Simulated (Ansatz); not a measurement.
## Single-point calculation, with input and output: CH6Cl2InN

System: CH6Cl2InN, SMILES [CH3][In-]([NH3+])([Cl])[Cl].
Method: RKS LC-wPBE/ANO-RCC-VTZP (Ansatz 0.2.0).

The geometry comes from this level: PBE0-D4/def2-TZVP. Figures and captions count atoms from 1; the log counts them from 0 in places.

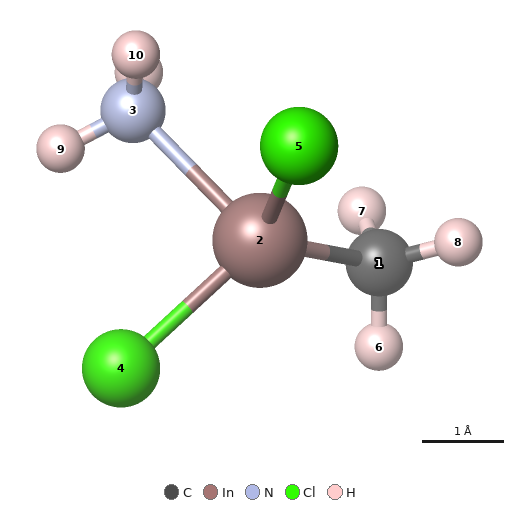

The input geometry (ball-and-stick view, seen at a tilt; atoms are numbered from 1 in the order of the input). Sticks mark near contacts. Bond lengths as drawn: Cl–In 2.37 Å, C–H 1.09 Å, C–In 2.13 Å, H–N 1.01 to 1.02 Å and In–N 2.33 Å.

### The input
```yaml
crystal:
  periodic: [false, false, false]
  atoms:
    - {symbol: C, position_ang: [-1.835944, 0.238906, 0.763188]}
    - {symbol: In, position_ang: [-0.139014, 0.647303, -0.465977]}
    - {symbol: N, position_ang: [1.593330, -0.862955, -0.113881]}
    - {symbol: Cl, position_ang: [-0.140045, 0.138635, -2.777496]}
    - {symbol: Cl, position_ang: [1.315044, 2.455746, -0.000202]}
    - {symbol: H, position_ang: [-2.707669, 0.067700, 0.132821]}
    - {symbol: H, position_ang: [-1.653935, -0.650111, 1.368151]}
    - {symbol: H, position_ang: [-2.020367, 1.086741, 1.421759]}
    - {symbol: H, position_ang: [1.780980, -1.273073, -1.023845]}
    - {symbol: H, position_ang: [2.393688, -0.297660, 0.153098]}
    - {symbol: H, position_ang: [1.479333, -1.608232, 0.562984]}
basis:
  gaussian: {orbitals: ANO-RCC-VTZP}
hamiltonian: {xc: {name: LC-wPBE}}
output: {forces: true}
```

Hardware: 4 threads of Arm Neoverse V2, 23 GiB of memory available, shared host.

Launch command:
```bash
ansatz run in.yaml --threads 4 --pin off --events-out ev --progress --plain --max-ram 11315MiB
```

### Output
```
Functional definition: LC-wPBE
  name "LC-wPBE"
  cite "Vydrov & Scuseria, J. Chem. Phys. 125, 234109 (2006) doi:10.1063/1.2409292"
  cite "Heyd & Scuseria, J. Chem. Phys. 120, 7274 (2004) doi:10.1063/1.1668634"
  cite "Ernzerhof & Perdew, J. Chem. Phys. 109, 3313 (1998) doi:10.1063/1.476928"
  cite "Perdew, Burke & Ernzerhof, Phys. Rev. Lett. 77, 3865 (1996) doi:10.1103/PhysRevLett.77.3865"
  parent pbe
  parameter omega = 0.4/bohr
  exchange = pbe_x_sr(omega) + exact_x_lr(omega)
  correlation = pbe_c
2078 factors; their error is unknown
613 factors; integrals over basis functions are off by at most 3.1e-5 eV
mean field evaluation 1: about -187757.4480 eV, gradient 5.5e1 eV
mean field evaluation 2: about -187759.8797 eV, gradient 4.5e1 eV
mean field evaluation 4: about -187763.4471 eV, gradient 1.6e0 eV
mean field evaluation 8: about -187763.4595 eV, gradient 1.5e-1 eV
mean field evaluation 16: about -187763.4173 eV, gradient 2.5e-4 eV
mean field -187763.41728431 eV, -6900.1783145830 hartree, gradient 4.4e-5 eV, S^2 0.000000; 0 other end points of the search recorded, 0 dependent functions left out
the calculation of the forces begins
reference -187763.41728432 eV, -6900.1783145834 hartree; 51, 51 occupied and 229, 229 virtual orbitals, 2078 factors
Total energy: -187763.41728432 eV, -6900.1783145834 hartree
Relativity: scalar
Atom 0 at    -1.835944     0.238906     0.763188 Å, force     0.243554     0.058617    -0.176469 eV/Å
Atom 1 at    -0.139014     0.647303    -0.465977 Å, force     0.026129    -0.030311     0.011693 eV/Å
Atom 2 at     1.593330    -0.862955    -0.113881 Å, force    -0.013086     0.023051    -0.012701 eV/Å
Atom 3 at    -0.140045     0.138635    -2.777496 Å, force    -0.007047     0.059545     0.227327 eV/Å
Atom 4 at     1.315044     2.455746    -0.000202 Å, force    -0.152502    -0.172072    -0.050108 eV/Å
Atom 5 at    -2.707669     0.067700     0.132821 Å, force     0.041956     0.009345     0.072735 eV/Å
Atom 6 at    -1.653935    -0.650111     1.368151 Å, force    -0.045927     0.069749    -0.031108 eV/Å
Atom 7 at    -2.020367     1.086741     1.421759 Å, force    -0.014768    -0.075800    -0.034733 eV/Å
Atom 8 at     1.780980    -1.273073    -1.023845 Å, force    -0.017068     0.027458     0.051217 eV/Å
Atom 9 at     2.393688    -0.297660     0.153098 Å, force    -0.051745    -0.027475    -0.015273 eV/Å
Atom 10 at     1.479333    -1.608232     0.562984 Å, force    -0.009497     0.057894    -0.042580 eV/Å
Dipole moment:     0.239116    -1.011331     0.718370 e Å
```

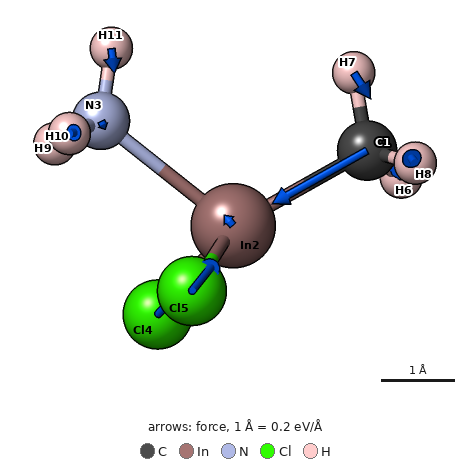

Forces on the atoms as blue arrows (ball-and-stick view, seen on its broad side; atoms are numbered from 1 in the order of the input). The largest act on C1 (0.31 eV/Å); Cl4, Cl5 (0.24 eV/Å). The geometry is not a stationary point of this energy.

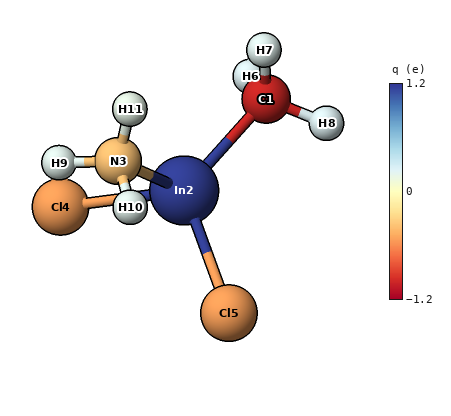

Mulliken charges, as the colour of each atom (ball-and-stick view, seen at a tilt; atoms are numbered from 1 in the order of the input; Mulliken charges depend strongly on the basis). By element: C −0.99, In +1.15, N −0.37, Cl −0.52 and H +0.17 to +0.23 e.

### Summary

```tsv
quantity	value
outcome	converged
total energy	−187763.4173 eV
SCF solution under orbital rotations	stable
largest force (length of the vector)	0.306 eV/Å
dipole moment	6.07 D
wall time	16 s (CPU time 59 s)
peak memory	1.2 GiB
```
